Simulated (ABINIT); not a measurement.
# Quasiparticle gap of SrCl2 (Fm-3m) in ABINIT, part 2 of 3

Wanted: ground state, empty states, screening and self-energy for SrCl2 (Fm-3m).

ABINIT 10.8.3; PBE and many-body steps on it, plane waves. Known limits of the many-body steps: not at the basis limit; no spin-orbit coupling; coarse k mesh.

So far. Step 2 (Ground state): The gap is indirect, with the least direct gap 0.17 eV higher.

### Step 3. Bands along the symmetry lines

Level of this step: DFT, PBE, plane waves, norm-conserving pseudopotentials (ABINIT).

Levels along a band path, at the cheap level, show where the edges lie and whether the meshes to come will hold them.

run.abi

```
acell 3*1.0 Angstrom
rprim 
  -0.000000000000 3.488350000000 3.488350000000
  3.488350000000 -0.000000000000 3.488350000000
  3.488350000000 3.488350000000 -0.000000000000
ntypat 2
znucl 38 17
natom 3
typat 1 2 2
xred 
  0.000000000000 0.000000000000 0.000000000000
  0.250000000000 0.250000000000 0.250000000000
  0.750000000000 0.750000000000 0.750000000000
pp_dirpath "pseudos"
pseudos "Sr.upf, Cl.upf"
ecut 28
iscf -2
irdden 1
kptopt 0
nkpt 50
kpt 
  0.00000000 0.00000000 0.00000000
  0.06250000 0.00000000 0.06250000
  0.12500000 0.00000000 0.12500000
  0.18750000 0.00000000 0.18750000
  0.25000000 0.00000000 0.25000000
  0.31250000 0.00000000 0.31250000
  0.37500000 0.00000000 0.37500000
  0.43750000 0.00000000 0.43750000
  0.50000000 0.00000000 0.50000000
  0.51562500 0.03125000 0.51562500
  0.53125000 0.06250000 0.53125000
  0.54687500 0.09375000 0.54687500
  0.56250000 0.12500000 0.56250000
  0.57812500 0.15625000 0.57812500
  0.59375000 0.18750000 0.59375000
  0.60937500 0.21875000 0.60937500
  0.62500000 0.25000000 0.62500000
  0.37500000 0.37500000 0.75000000
  0.32812500 0.32812500 0.65625000
  0.28125000 0.28125000 0.56250000
  0.23437500 0.23437500 0.46875000
  0.18750000 0.18750000 0.37500000
  0.14062500 0.14062500 0.28125000
  0.09375000 0.09375000 0.18750000
  0.04687500 0.04687500 0.09375000
  0.00000000 0.00000000 0.00000000
  0.06250000 0.06250000 0.06250000
  0.12500000 0.12500000 0.12500000
  0.18750000 0.18750000 0.18750000
  0.25000000 0.25000000 0.25000000
  0.31250000 0.31250000 0.31250000
  0.37500000 0.37500000 0.37500000
  0.43750000 0.43750000 0.43750000
  0.50000000 0.50000000 0.50000000
  0.50000000 0.46875000 0.53125000
  0.50000000 0.43750000 0.56250000
  0.50000000 0.40625000 0.59375000
  0.50000000 0.37500000 0.62500000
  0.50000000 0.34375000 0.65625000
  0.50000000 0.31250000 0.68750000
  0.50000000 0.28125000 0.71875000
  0.50000000 0.25000000 0.75000000
  0.50000000 0.21875000 0.71875000
  0.50000000 0.18750000 0.68750000
  0.50000000 0.15625000 0.65625000
  0.50000000 0.12500000 0.62500000
  0.50000000 0.09375000 0.59375000
  0.50000000 0.06250000 0.56250000
  0.50000000 0.03125000 0.53125000
  0.50000000 0.00000000 0.50000000
istwfk *1
nband 19
nbdbuf 2
tolwfr 1e-08
nstep 40
prtwf 0
prtvol 0
indata_prefix "in"
outdata_prefix "out"
tmpdata_prefix "tmp"
```

Command:

```
$ OMP_NUM_THREADS=1 mpirun -n 4 abinit run.abi > log
```

Numbers of over 12 decimals in the logs are rounded to 6 here.

What it wrote:

```text
.Version 10.8.3 of ABINIT. v10.8.2 released Aug 2026.

 Symmetries : space group Fm -3 m (#225); Bravais cF (face-center cubic)
[... echo of the input left out ...]
== DATASET  1 ==================================================================
-   mpi_nproc: 4, omp_nthreads: 1 (-1 if OMP is not activated)

--- !DatasetInfo
iteration_state: {dtset: 1, }
dimensions: {natom: 3, nkpt: 50, mband: 19, nsppol: 1, nspinor: 1, nspden: 1, mpw: 4088, }
cutoff_energies: {ecut:  28.0, pawecutdg:  -1.0, }
electrons: {nelect:   2.40000000E+01, charge:   0.00000000E+00, occopt:   1.00000000E+00, tsmear:   1.00000000E-02, }

 Real(R)+Recip(G) space primitive vectors, cartesian coordinates (Bohr,Bohr^-1):
 R(1)=  0.0000000  6.5920261  6.5920261  G(1)= -0.0758492  0.0758492  0.0758492
 R(2)=  6.5920261  0.0000000  6.5920261  G(2)=  0.0758492 -0.0758492  0.0758492
 R(3)=  6.5920261  6.5920261  0.0000000  G(3)=  0.0758492  0.0758492 -0.0758492
 Unit cell volume ucvol=  5.7291047E+02 bohr^3
 Angles (23,13,12)=  6.00000000E+01  6.00000000E+01  6.00000000E+01 degrees

 getcut: wavevector=  0.0000  0.0000  0.0000  ngfft=  48  48  48
         ecut(hartree)=     28.000   => boxcut(ratio)=   2.16154

--- Pseudopotential description ------------------------------------------------
- Sr Generated using ONCVPSP code by D. R. Hamann
- 38.00000  10.00000  171031                  znucl, zion, pspdat
12 -101130 2 -1 1834                          pspcod,pspxc,lmax,lloc,mmax
     nproj     2     2     2
  pspatm : epsatm=   12.84204793
         --- l  ekb(1:nproj) -->
             0    9.951127    1.027824
             1    7.382610    1.665143
             2    4.168853    0.950057
 pspatm: atomic psp has been read  and splines computed

- Cl Generated using ONCVPSP code by D. R. Hamann
- 17.00000   7.00000  171031                  znucl, zion, pspdat
12 -101130 2 -1 1028                          pspcod,pspxc,lmax,lloc,mmax
     nproj     2     2     2
  pspatm : epsatm=    9.12776517
         --- l  ekb(1:nproj) -->
[...]
pspatm: atomic psp has been read  and splines computed

--------------------------------------------------------------------------------

================================================================================
 prteigrs : about to open file out_EIG
 Non-SCF case, kpt    1 (  0.00000  0.00000  0.00000), residuals and eigenvalues=
  3.02E-09  1.38E-09  2.24E-09  4.09E-09  2.96E-09  7.20E-09  3.93E-09  4.65E-09
  7.03E-09  3.68E-09  5.10E-09  4.60E-09  7.50E-09  7.63E-09  8.44E-09  3.04E-09
[...]
-1.1454E+00 -4.8351E-01 -4.8351E-01 -4.8351E-01 -4.2746E-01 -3.9632E-01
 -1.6493E-02 -1.6493E-02 -1.6493E-02  4.9003E-02  4.9003E-02  4.9003E-02
  2.5763E-01  2.8575E-01  2.8575E-01  3.9110E-01  3.9110E-01  3.9110E-01
  4.0439E-01
 Non-SCF case, kpt    2 (  0.06250  0.00000  0.06250), residuals and eigenvalues=
  3.52E-09  2.57E-09  1.39E-09  3.44E-09  3.98E-09  3.94E-09  3.99E-09  6.65E-09
[...]
4.0269E-01
 Non-SCF case, kpt    3 (  0.12500  0.00000  0.12500), residuals and eigenvalues=
[...]
3.9719E-01
[...]
Non-SCF case, kpt   49 (  0.50000  0.03125  0.53125), residuals and eigenvalues=
[...]
4.2664E-01
 Non-SCF case, kpt   50 (  0.50000  0.00000  0.50000), residuals and eigenvalues=
[...]
-3.9631E-02 -7.4484E-03 -7.4484E-03  4.6723E-02  4.6723E-02  6.1281E-02
  2.6384E-01  3.2051E-01  3.4190E-01  3.5597E-01  3.5597E-01  3.7894E-01
  4.2819E-01

--- !ResultsGS
iteration_state: {dtset: 1, }
comment   : Summary of ground state results
lattice_vectors:
- [ -0.0000000,   6.5920261,   6.5920261, ]
- [  6.5920261,  -0.0000000,   6.5920261, ]
- [  6.5920261,   6.5920261,  -0.0000000, ]
lattice_lengths: [   9.32253,    9.32253,    9.32253, ]
lattice_angles: [ 60.000,  60.000,  60.000, ] # degrees, (23, 13, 12)
lattice_volume:   5.7291047E+02
convergence: {deltae:  0.000E+00, res2:  0.000E+00, residm:  9.997E-09, diffor:  0.000E+00, }
etotal    :  -6.73065213E+01
entropy   :   0.00000000E+00
fermie    :   6.12810147E-02
cartesian_stress_tensor: null
pressure_GPa: null
xred      :
- [  0.0000E+00,   0.0000E+00,   0.0000E+00, Sr]
- [  2.5000E-01,   2.5000E-01,   2.5000E-01, Cl]
- [  7.5000E-01,   7.5000E-01,   7.5000E-01, Cl]
cartesian_forces: null
force_length_stats: {min: null, max: null, mean: null, }

 Integrated electronic density in atomic spheres:
 ------------------------------------------------
 Atom  Sphere_radius  Integrated_density
[...]
================================================================================

 ----iterations are completed or convergence reached----

 Mean square residual over all n,k,spin=   53.254E-10; max=  99.974E-10
 reduced coordinates (array xred) for    3 atoms
[...]
cartesian coordinates (angstrom) at end:
    1      0.000000     0.000000     0.000000
    2      1.744175     1.744175     1.744175
    3      5.232525     5.232525     5.232525
 length scales=  1.889726125908  1.889726125908  1.889726125908 bohr
              =  1.000000000000  1.000000000000  1.000000000000 angstroms
 prteigrs : about to open file out_EIG
 Eigenvalues (hartree) for nkpt=  50  k points:
 kpt#   1, nband= 19, wtk=  1.00000, kpt=  0.0000  0.0000  0.0000 (reduced coord)
[...]
kpt#   2, nband= 19, wtk=  1.00000, kpt=  0.0625  0.0000  0.0625 (reduced coord)
[...]
kpt#   3, nband= 19, wtk=  1.00000, kpt=  0.1250  0.0000  0.1250 (reduced coord)
[...]
kpt#  49, nband= 19, wtk=  1.00000, kpt=  0.5000  0.0313  0.5313 (reduced coord)
[...]
0.35613    0.38222    0.42664
 kpt#  50, nband= 19, wtk=  1.00000, kpt=  0.5000  0.0000  0.5000 (reduced coord)
  -1.14529   -0.49651   -0.48474   -0.48474   -0.40740   -0.39933   -0.03963   -0.00745
  -0.00745    0.04672    0.04672    0.06128    0.26384    0.32051    0.34190    0.35597
   0.35597    0.37894    0.42819

== END DATASET(S) ==============================================================
================================================================================

 -outvars: echo values of variables after computation  --------
            nband          19
             nkpt          50
          spgroup         225
 [... the other variables as echoed above ...]

 Calculation completed.
```

Elapsed: 16 s, on 4 MPI ranks of Arm Neoverse V2, shared host; peak memory 0.32 GiB.

Numbers from this step:

```yaml
gap: 5.343 eV
k_of_the_valence_top: 0.5, 0, 0.5
k_of_the_conduction_bottom: 0, 0, 0
least_direct_gap: 5.512 eV
```

The gap is 5.343 eV, as in the run before at this level.

The electronic bands at the labelled points (eV, zero at the top of the highest filled band):

```csv
point,band 9,band 10,band 11,band 12,band 13,band 14,band 15,band 16
Γ,-2.12,-0.33,-0.33,-0.33,5.34,6.11,6.11,8.97
X,-1.87,-0.40,-0.40,0.00,5.51,7.05,7.64,8.02
U,-1.71,-0.71,-0.53,-0.11,5.96,7.14,7.35,7.60
jump to K,-1.71,-0.71,-0.53,-0.11,5.96,7.14,7.35,7.60
Γ,-2.12,-0.33,-0.33,-0.33,5.34,6.11,6.11,8.97
L,-1.49,-1.31,-1.04,-1.04,6.73,6.73,7.53,7.85
W,-1.21,-1.21,-0.31,-0.10,6.24,7.02,7.23,7.23
X,-1.87,-0.40,-0.40,0.00,5.51,7.05,7.64,8.02
```

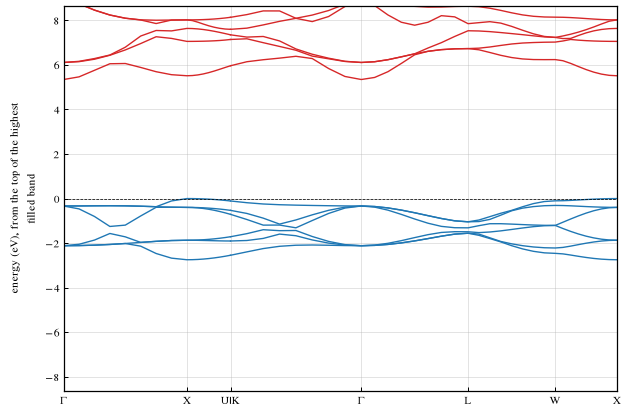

Electronic bands along the path; lines of filled and empty bands in two colours.

### Step 4. Empty states on the mesh, 2×2×2 mesh, 74 bands

The sums over transitions need many empty states on a uniform mesh; this step solves for them.

run.abi

```
acell 3*1.0 Angstrom
rprim 
  -0.000000000000 3.488350000000 3.488350000000
  3.488350000000 -0.000000000000 3.488350000000
  3.488350000000 3.488350000000 -0.000000000000
ntypat 2
znucl 38 17
natom 3
typat 1 2 2
xred 
  0.000000000000 0.000000000000 0.000000000000
  0.250000000000 0.250000000000 0.250000000000
  0.750000000000 0.750000000000 0.750000000000
pp_dirpath "pseudos"
pseudos "Sr.upf, Cl.upf"
ecut 28
ngkpt 2 2 2
nshiftk 1
shiftk 0 0 0
kptopt 1
chksymbreak 0
iscf -2
irdden 1
istwfk *1
nband 74
nbdbuf 6
tolwfr 1e-09
nstep 60
prtvol 0
indata_prefix "in"
outdata_prefix "out"
tmpdata_prefix "tmp"
```

What it wrote:

```text
.Version 10.8.3 of ABINIT. v10.8.2 released Aug 2026.

 Symmetries : space group Fm -3 m (#225); Bravais cF (face-center cubic)
[... echo of the input left out ...]
== DATASET  1 ==================================================================
-   mpi_nproc: 4, omp_nthreads: 1 (-1 if OMP is not activated)
-    --> not optimal distribution: autoparal keyword recommended in input file <--

--- !DatasetInfo
iteration_state: {dtset: 1, }
dimensions: {natom: 3, nkpt: 3, mband: 74, nsppol: 1, nspinor: 1, nspden: 1, mpw: 4088, }
cutoff_energies: {ecut:  28.0, pawecutdg:  -1.0, }
electrons: {nelect:   2.40000000E+01, charge:   0.00000000E+00, occopt:   1.00000000E+00, tsmear:   1.00000000E-02, }

 Real(R)+Recip(G) space primitive vectors, cartesian coordinates (Bohr,Bohr^-1):
 R(1)=  0.0000000  6.5920261  6.5920261  G(1)= -0.0758492  0.0758492  0.0758492
 R(2)=  6.5920261  0.0000000  6.5920261  G(2)=  0.0758492 -0.0758492  0.0758492
 R(3)=  6.5920261  6.5920261  0.0000000  G(3)=  0.0758492  0.0758492 -0.0758492
 Unit cell volume ucvol=  5.7291047E+02 bohr^3
 Angles (23,13,12)=  6.00000000E+01  6.00000000E+01  6.00000000E+01 degrees

 getcut: wavevector=  0.0000  0.0000  0.0000  ngfft=  48  48  48
         ecut(hartree)=     28.000   => boxcut(ratio)=   2.16154

--- Pseudopotential description ------------------------------------------------
- Sr Generated using ONCVPSP code by D. R. Hamann
- 38.00000  10.00000  171031                  znucl, zion, pspdat
12 -101130 2 -1 1834                          pspcod,pspxc,lmax,lloc,mmax
     nproj     2     2     2
  pspatm : epsatm=   12.84204793
         --- l  ekb(1:nproj) -->
             0    9.951127    1.027824
             1    7.382610    1.665143
             2    4.168853    0.950057
 pspatm: atomic psp has been read  and splines computed

- Cl Generated using ONCVPSP code by D. R. Hamann
- 17.00000   7.00000  171031                  znucl, zion, pspdat
12 -101130 2 -1 1028                          pspcod,pspxc,lmax,lloc,mmax
     nproj     2     2     2
  pspatm : epsatm=    9.12776517
         --- l  ekb(1:nproj) -->
[...]
pspatm: atomic psp has been read  and splines computed

--------------------------------------------------------------------------------

================================================================================
 prteigrs : about to open file out_EIG
 Non-SCF case, kpt    1 (  0.00000  0.00000  0.00000), residuals and eigenvalues=
  2.43E-10  1.48E-10  1.95E-10  1.95E-10  1.92E-10  2.60E-10  1.40E-10  3.64E-10
  4.20E-10  1.25E-10  1.68E-10  6.60E-10  1.85E-10  2.58E-10  4.68E-10  2.36E-10
  4.02E-10  5.52E-10  2.35E-10  5.04E-10  7.93E-10  1.71E-10  7.08E-10  9.92E-10
[...]
1.97E-04  4.57E-04
 -1.1454E+00 -4.8351E-01 -4.8351E-01 -4.8351E-01 -4.2746E-01 -3.9632E-01
 -1.6493E-02 -1.6493E-02 -1.6493E-02  4.9003E-02  4.9003E-02  4.9003E-02
  2.5763E-01  2.8575E-01  2.8575E-01  3.9110E-01  3.9110E-01  3.9110E-01
[...]
1.3190E+00  1.4606E+00  1.4606E+00  1.4606E+00  1.4717E+00  1.4717E+00
  1.4717E+00  1.5729E+00  1.5729E+00  1.5729E+00  1.6030E+00  1.6030E+00
  1.6848E+00  1.6854E+00
 prteigrs : prtvol=0 or 1, do not print more k-points.

--- !ResultsGS
iteration_state: {dtset: 1, }
comment   : Summary of ground state results
lattice_vectors:
- [ -0.0000000,   6.5920261,   6.5920261, ]
- [  6.5920261,  -0.0000000,   6.5920261, ]
- [  6.5920261,   6.5920261,  -0.0000000, ]
lattice_lengths: [   9.32253,    9.32253,    9.32253, ]
lattice_angles: [ 60.000,  60.000,  60.000, ] # degrees, (23, 13, 12)
lattice_volume:   5.7291047E+02
convergence: {deltae:  0.000E+00, res2:  0.000E+00, residm:  9.938E-10, diffor:  0.000E+00, }
etotal    :  -6.73065213E+01
entropy   :   0.00000000E+00
fermie    :   6.12810147E-02
cartesian_stress_tensor: null
pressure_GPa: null
xred      :
- [  0.0000E+00,   0.0000E+00,   0.0000E+00, Sr]
- [  2.5000E-01,   2.5000E-01,   2.5000E-01, Cl]
- [  7.5000E-01,   7.5000E-01,   7.5000E-01, Cl]
cartesian_forces: null
force_length_stats: {min: null, max: null, mean: null, }

 Integrated electronic density in atomic spheres:
 ------------------------------------------------
 Atom  Sphere_radius  Integrated_density
[...]
================================================================================

 ----iterations are completed or convergence reached----

 Mean square residual over all n,k,spin=   48.402E-11; max=  99.379E-11
 reduced coordinates (array xred) for    3 atoms
[...]
0.250000000000      0.250000000000      0.250000000000
       0.750000000000      0.750000000000      0.750000000000

 cartesian coordinates (angstrom) at end:
    1      0.000000     0.000000     0.000000
    2      1.744175     1.744175     1.744175
    3      5.232525     5.232525     5.232525
 length scales=  1.889726125908  1.889726125908  1.889726125908 bohr
              =  1.000000000000  1.000000000000  1.000000000000 angstroms
 prteigrs : about to open file out_EIG
 Eigenvalues (hartree) for nkpt=   3  k points:
 kpt#   1, nband= 74, wtk=  0.12500, kpt=  0.0000  0.0000  0.0000 (reduced coord)
[...]
1.21792    1.21792    1.26773    1.26773    1.31900    1.46058    1.46058    1.46058
   1.47171    1.47171    1.47171    1.57291    1.57291    1.57291    1.60301    1.60301
   1.68478    1.68535
 prteigrs : prtvol=0 or 1, do not print more k-points.

== END DATASET(S) ==============================================================
================================================================================

 -outvars: echo values of variables after computation  --------
            nband          74
             nkpt           3
          spgroup         225
 [... the other variables as echoed above ...]

 Calculation completed.
```

It took 7.3 s on 4 MPI ranks; peak memory 0.28 GiB.

This step gave:

```
gap                                                           : 5.343 eV
k of the valence top                                          : 0.5, 0.5, 0
k of the conduction bottom                                    : 0, 0, 0
least direct gap                                              : 5.512 eV
k points computed                                             : 3
lowest point of the top converged band, above the valence top : 38.28 eV
```

On this mesh the gap is 5.343 eV.

### Step 5. Screening, 2×2×2 mesh, 68 bands, screening to 106.1 eV

The RPA dielectric matrix is built and inverted for each q.

This step: RPA screening on PBE, plane waves, norm-conserving pseudopotentials.

Changes to run.abi since step 4:

```diff
@@ -21,10 +21,11 @@
 chksymbreak 0
-iscf -2
-irdden 1
 istwfk *1
-nband 74
-nbdbuf 6
-tolwfr 1e-09
-nstep 60
-prtvol 0
+occopt 1
+irdwfk 1
+optdriver 3
+nband 68
+ecuteps 3.9
+inclvkb 2
+awtr 1
+symchi 1
 indata_prefix "in"
```

What it wrote:

```text
.Version 10.8.3 of ABINIT. v10.8.2 released Aug 2026.

 Symmetries : space group Fm -3 m (#225); Bravais cF (face-center cubic)
[... echo of the input left out ...]
== DATASET  1 ==================================================================
-   mpi_nproc: 4, omp_nthreads: 1 (-1 if OMP is not activated)

--- !DatasetInfo
iteration_state: {dtset: 1, }
dimensions: {natom: 3, nkpt: 3, mband: 68, nsppol: 1, nspinor: 1, nspden: 1, mpw: 4088, }
cutoff_energies: {ecut:  28.0, pawecutdg:  -1.0, }
electrons: {nelect:   2.40000000E+01, charge:   0.00000000E+00, occopt:   1.00000000E+00, tsmear:   1.00000000E-02, }

 SCREENING: Calculation of the susceptibility and dielectric matrices

 Based on a program developped by R.W. Godby, V. Olevano, G. Onida, and L. Reining.
 Incorporated in ABINIT by V. Olevano, G.-M. Rignanese, and M. Torrent.
.Using double precision arithmetic ; gwpc =  8

[... cell and pseudopotentials left out ...]
--------------------------------------------------------------------------------

 ==== K-mesh for the wavefunctions ====
 Number of points in the irreducible wedge :     3
[... list of points left out ...]
 Together with 48 symmetry operations and time-reversal symmetry
 yields     8 points in the full Brillouin Zone.

 ==== Q-mesh for the screening function ====
 Number of points in the irreducible wedge :     3
[... list of points left out ...]
 Together with 48 symmetry operations and time-reversal symmetry
 yields     8 points in the full Brillouin Zone.

 setmesh: FFT mesh size selected  =    32x   32x   32
          total number of points  =        32768

 vcoul_init : cutoff-mode = AUXILIARY_FUNCTION
 q-points for optical limit:   1
     1)      0.000010    0.000020    0.000030

- screening: taking advantage of time-reversal symmetry
- Maximum band index for partially occupied states nbvw = 12
- Remaining bands to be divided among processors   nbcw = 56
- Number of bands treated by each node ~14

 Number of electrons calculated from density =   24.0000; Expected =   24.0000
 average of density, n =  0.041891
 r_s =    1.7862
 omega_plasma =   19.7432 [eV]

 calculating chi0 at frequencies [eV] :
  1    0.000000E+00    0.000000E+00
  2    0.000000E+00    1.974321E+01

--------------------------------------------------------------------------------
  q-point number  1        q = ( 0.000000, 0.000000, 0.000000) [r.l.u.]
--------------------------------------------------------------------------------
[... chi0 elements left out ...]
 For q-point:  0.000010 0.000020 0.000030
  dielectric constant =   2.8960
  dielectric constant without local fields =   3.4018

  Average fulfillment of the sum rule on Im[epsilon] for q-point    1 :     61.19  [%]
[... wings left out ...]
  q-point number  2        q = ( 0.500000, 0.000000, 0.000000) [r.l.u.]
--------------------------------------------------------------------------------
[... chi0 elements left out ...]
  Average fulfillment of the sum rule on Im[epsilon] for q-point    2 :     69.78  [%]

 [... 1 further q-points ...]
```

Run time: 3.4 s. Hardware: 4 MPI ranks; peak memory 0.54 GiB.

This step gave:

- ε∞ with local fields, on this mesh, along the program's q direction: 2.896
- the same without local fields: 3.402
- plasma frequency: 19.74 eV
- plane waves in the screening matrix: 181

Local fields lower ε∞ by 15 %. On a Γ-centred mesh this coarse the value itself is usually too large, while a short band sum pulls it down.

(Part 2 of 3 ends here.)

[Paths, hosts, dates, memory and timing lines, banners, echoed tables and standing remarks are left out of the program output.]

[Logs are printed without paths, hosts, clocks, repeated set-up lines and the standing remarks that a program may print on its own settings, such as how far it seeks lower states.]

[Runs of the session that timed out or met a known fault of the program may be left out.]

[No measured gap is set beside runs whose start may be inverted or whose files or cutoffs have a known fault.]

[Hosts, paths, dates, database ids (printed as entryN), source tags and the programs' standing remarks are cut or masked in the printed files.]

[G0W0 gaps are taken among the corrected bands and points alone; a level outside them can change the order at an edge.]

[Where Ansatz stands beside ABINIT at settings called matched, ABINIT's density can come from a denser mesh and the files from another edition; pairs whose starting gaps differed by over 0.03 eV were left out, so agreement reads better than it is.]
